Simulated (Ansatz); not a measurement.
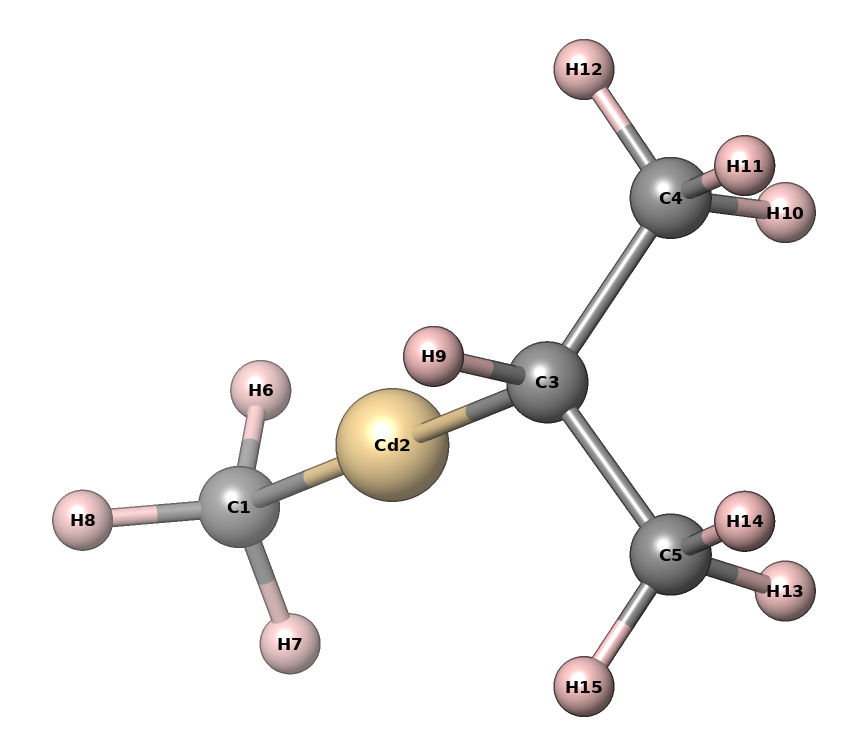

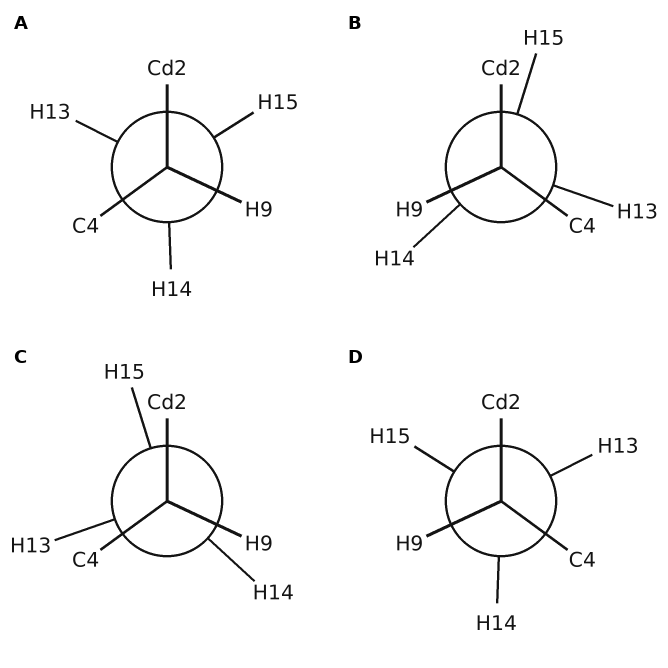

Depth is shown by fading: the farther an atom, the more it takes the colour of the background. Bonds that would overlap in a projection are set slightly apart. The geometry was computed by an optimisation with PBE0-D4/def2-TZVP.

Q: Which Newman projection shows the view along C3–C5, with C3 in front?

A: D. The torsion angle Cd2–C3–C5–H13 is 63°, synclinal (gauche).
